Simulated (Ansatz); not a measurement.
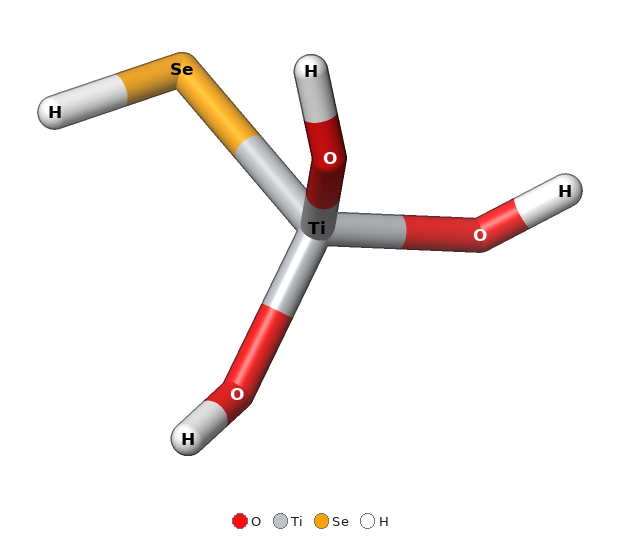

Every bond is drawn as one stick, whatever its order.

Charge 0, singlet.

What does the picture show?

It has 9 atoms: 4 hydrogen, 3 oxygen, 1 selenium and 1 titanium (H4O3SeTi). Its SMILES string is `[OH][Ti]([OH])([OH])[SeH]`. This geometry has C1 symmetry. Coordination: 3 O bent; 1 Ti tetrahedral; 1 Se bent.

More results for the same structure follow; atom numbers are the same in all pictures, views and colours differ. The computed structure is the end point of a PBE0-D4/def2-TZVP optimisation.

**Geometry**

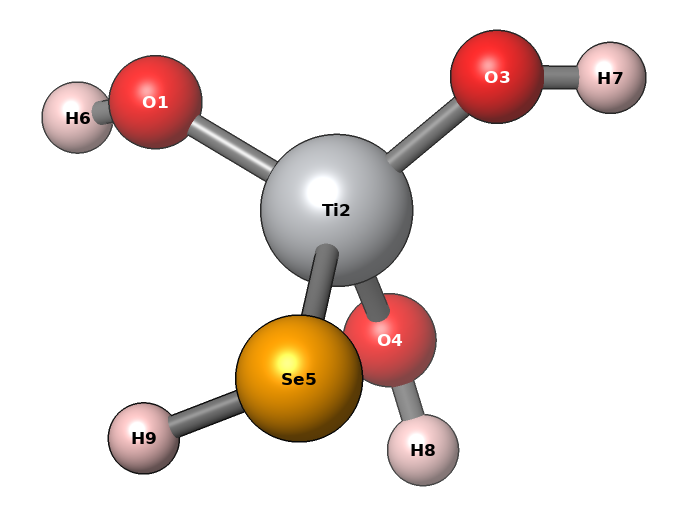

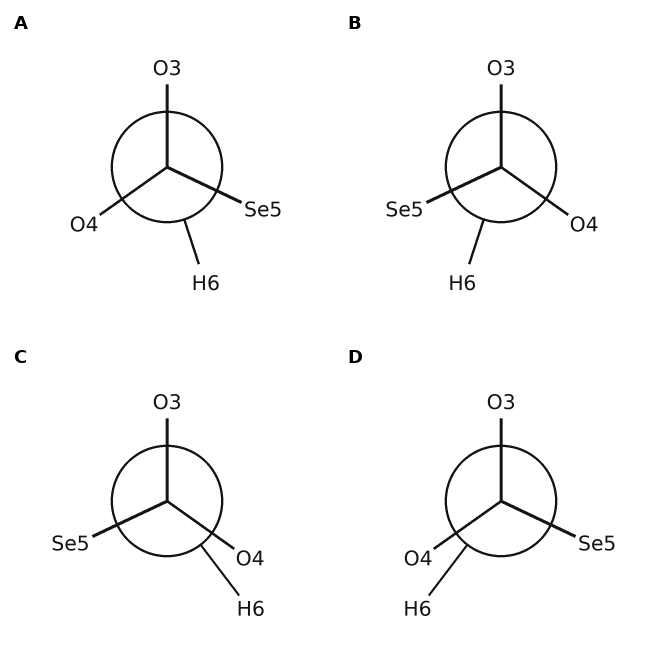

Depth is shown by fading: the farther an atom, the more it takes the colour of the background. Bonds that would overlap in a projection are set slightly apart.

Which Newman projection shows the view along Ti2–O1, with Ti2 in front?

C. The torsion angle Se5–Ti2–O1–H6 is −106°, anticlinal.

**Levels of theory compared**

Program: Ansatz 0.2.0.

Tabulate HOMO energy (eV) at these levels: B3LYP-D4/def2-TZVPP; BHLYP-D4/def2-TZVPP; BLYP-D4/def2-TZVPP; HSE06 (plane-wave form)-D4/def2-TZVPP; PBE0-D4/def2-TZVPP; SPW92 (LDA)/def2-TZVPP; r2SCAN0-D4/def2-TZVPP; revPBE-D4/def2-TZVPP; ωB97M-V/def2-QZVPP; ωB97M-V/def2-SVP; ωB97X-V/def2-TZVPP.

| level | HOMO energy (eV) |
| --- | --- |
| B3LYP-D4/def2-TZVPP | −6.63 |
| BHLYP-D4/def2-TZVPP | −7.85 |
| BLYP-D4/def2-TZVPP | −5.58 |
| HSE06 (plane-wave form)-D4/def2-TZVPP | −6.47 |
| PBE0-D4/def2-TZVPP | −6.86 |
| SPW92 (LDA)/def2-TZVPP | −5.91 |
| r2SCAN0-D4/def2-TZVPP | −7.05 |
| revPBE-D4/def2-TZVPP | −5.67 |
| ωB97M-V/def2-QZVPP | −8.98 |
| ωB97M-V/def2-SVP | −8.72 |
| ωB97X-V/def2-TZVPP | −9.08 |

**Dipole moment**

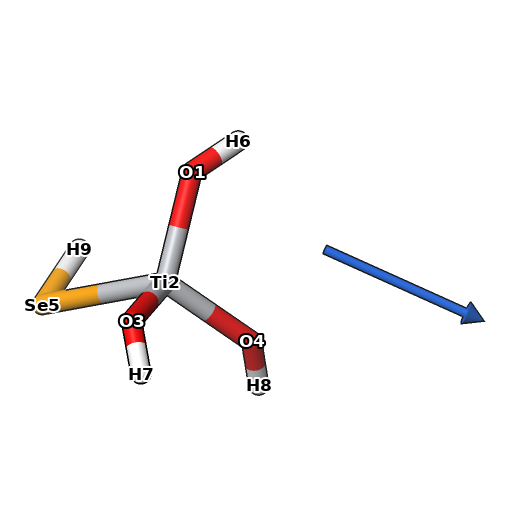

The arrow beside the molecule shows the direction of the dipole moment, from the negative to the positive end (its length means nothing). Properties computed with RKS PBE-D4/def2-TZVPP (Ansatz 0.2.0).

How large is the dipole moment?

2.89 D; it points from the side of Se5 to the side of H8 (the outermost atoms at the two ends).

**Vibrations**

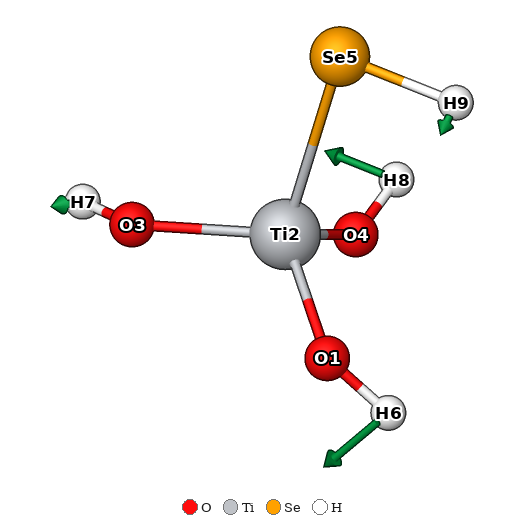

The arrows show one normal mode. Harmonic vibrations computed with RKS PBE0-D4/def2-TZVP (Ansatz 0.2.0) at a stationary point of the same level.

At what wavenumber does it lie?

267 cm⁻¹; it is mode 8 of 21 counted from the lowest.
